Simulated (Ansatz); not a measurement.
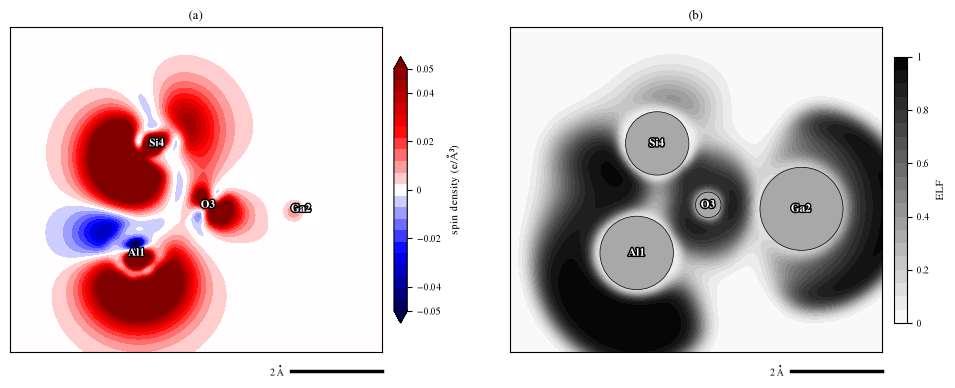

Figure 1: AlGaH2OSi (charge +1, doublet). (a) spin density (α minus β); (b) electron localisation function on the plane of atoms Ga2, O3 and Si4. Grey discs cover the atomic cores in the ELF map.

Geometry: PBE0-D3(BJ)/pcseg-1.

Level of theory: isolated molecule in a Gaussian basis; Kohn-Sham density functional theory, functional PBE0 in Ansatz 0.2.0.

Input

```
crystal:
  periodic: [false, false, false]
  atoms:
    - {symbol: Al, position_ang: [-0.448075, -1.181168, 2.443530]}
    - {symbol: Ga, position_ang: [1.073745, 2.198791, 1.778734]}
    - {symbol: O, position_ang: [0.574965, 0.204903, 1.636766]}
    - {symbol: Si, position_ang: [1.046192, -1.053947, 0.494497]}
    - {symbol: H, position_ang: [0.555062, -0.746113, -0.870968]}
    - {symbol: H, position_ang: [2.499909, -1.336061, 0.581589]}
basis:
  gaussian:
    orbitals: def2-TZVPD
total_charge: 1
magnetization:
  spin_polarized: true
  initial_magnetization: 1
hamiltonian:
  xc: {name: PBE0}
output: {forces: true, orbitals: {seedname: orbitals}}
```

Run with:

```sh
ansatz run input.yaml --threads 2 --pin off --max-ram 4350MiB --events-out events.jsonl --progress --plain --runs-dir runs
```

Question: Describe what can be read from this map.

Answer:
- The section cuts through Al, Ga, O and Si sites.
- Si–O (1.76 Å): the ELF peaks at about 0.85 between the atoms: a shared but strongly polarised pair.
- Al–O (1.90 Å): the ELF peaks at about 0.85 in the valence shell of O, 0.6 Å from its nucleus, and is about 0.45 at the midpoint.
- Ga–O (2.06 Å): the ELF peaks at about 0.85 in the valence shell of O, 0.6 Å from its nucleus, and is about 0.20 at the midpoint.
- Al–Si (2.46 Å): the ELF peaks at about 0.55 in the valence shell of Si, 1.1 Å from its nucleus, and is about 0.50 at the midpoint.
- The unpaired spin (1 electron) lies mostly on Al1 (about 0.5) and Si4 (about 0.4), in electrons by Hirshfeld's partition.
